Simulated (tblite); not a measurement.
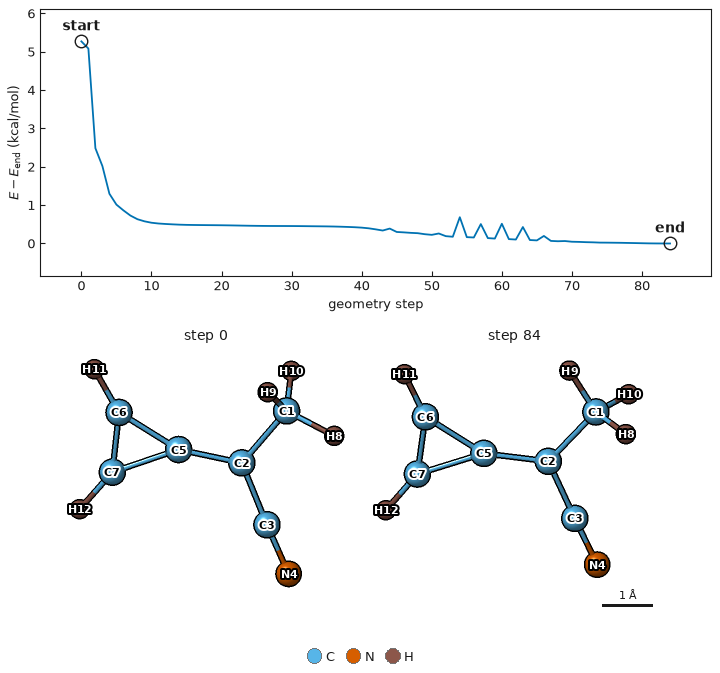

First and last geometry of a relaxation of C$_{6}$H$_{5}$N, with the history of the run. The picture is a ball-and-stick view, seen at a tilt.

Theory: GFN2-xTB geometry optimisation, gas phase (tblite). 

Q: Read the history and describe the run.

A: It converged. H10 moves most after the best rigid fit: 0.77 Å. Largest moves by element: H 0.77 Å, N 0.26 Å, C 0.17 Å. Some distances before and after: C2–C3 1.444 → 1.409 Å, C1–H8 1.115 → 1.090 Å, C5–C7 1.466 → 1.444 Å, C3–N4 1.169 → 1.149 Å. Bond angles that change, for instance: C1–C2–C5 116.2° → 123.3°, C2–C5–C7 146.4° → 153.0°, C2–C5–C6 158.9° → 152.4°. Groups turn about C1–C2 by about 45°. The energy falls by 5.27 kcal/mol in 84 geometry steps.

```json
{"step": "0", "E − E(0), kcal/mol": "0.00"}
{"step": "1", "E − E(0), kcal/mol": "-0.19"}
{"step": "2", "E − E(0), kcal/mol": "-2.79"}
{"step": "3", "E − E(0), kcal/mol": "-3.25"}
{"step": "4", "E − E(0), kcal/mol": "-3.97"}
{"step": "5", "E − E(0), kcal/mol": "-4.26"}
{"step": "6", "E − E(0), kcal/mol": "-4.41"}
{"step": "7", "E − E(0), kcal/mol": "-4.54"}
{"step": "8", "E − E(0), kcal/mol": "-4.64"}
{"step": "9", "E − E(0), kcal/mol": "-4.69"}
{"step": "10", "E − E(0), kcal/mol": "-4.73"}
{"step": "14", "E − E(0), kcal/mol": "-4.78"}
{"step": "18", "E − E(0), kcal/mol": "-4.79"}
{"step": "22", "E − E(0), kcal/mol": "-4.80"}
{"step": "26", "E − E(0), kcal/mol": "-4.81"}
{"step": "29", "E − E(0), kcal/mol": "-4.82"}
{"step": "33", "E − E(0), kcal/mol": "-4.82"}
{"step": "37", "E − E(0), kcal/mol": "-4.83"}
{"step": "41", "E − E(0), kcal/mol": "-4.88"}
{"step": "45", "E − E(0), kcal/mol": "-4.97"}
{"step": "49", "E − E(0), kcal/mol": "-5.03"}
{"step": "53", "E − E(0), kcal/mol": "-5.10"}
{"step": "57", "E − E(0), kcal/mol": "-4.77"}
{"step": "61", "E − E(0), kcal/mol": "-5.16"}
{"step": "65", "E − E(0), kcal/mol": "-5.19"}
{"step": "68", "E − E(0), kcal/mol": "-5.21"}
{"step": "72", "E − E(0), kcal/mol": "-5.24"}
{"step": "76", "E − E(0), kcal/mol": "-5.25"}
{"step": "80", "E − E(0), kcal/mol": "-5.26"}
{"step": "84", "E − E(0), kcal/mol": "-5.27"}
```
